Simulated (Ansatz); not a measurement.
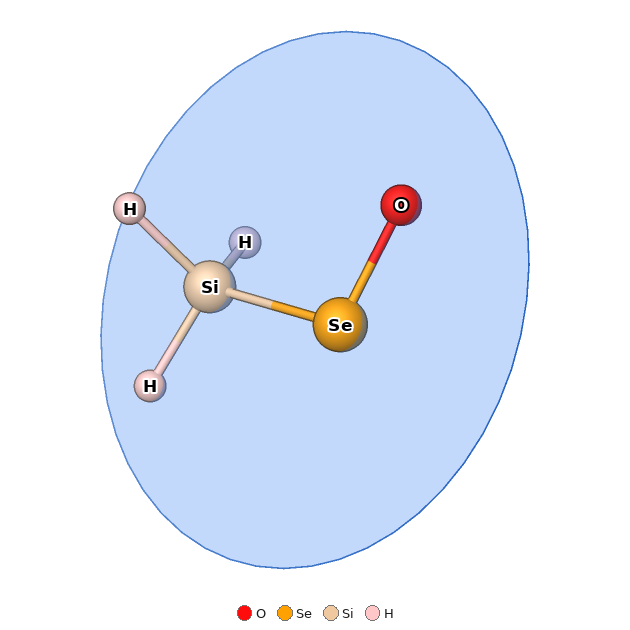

All proper rotation axes (lines) and mirror planes (discs) of the structure are drawn in. Atoms fade into the background with distance from the viewer. Charge −1, singlet. Computed geometry: PBE0-D4/def2-TZVPD optimisation. No frequency run is at hand to confirm it as a minimum.

> Name the symmetry elements and the point group.

It has 1 mirror plane. Point group Cs. The group has 2 operations. The geometry is achiral, and symmetry allows a dipole moment.
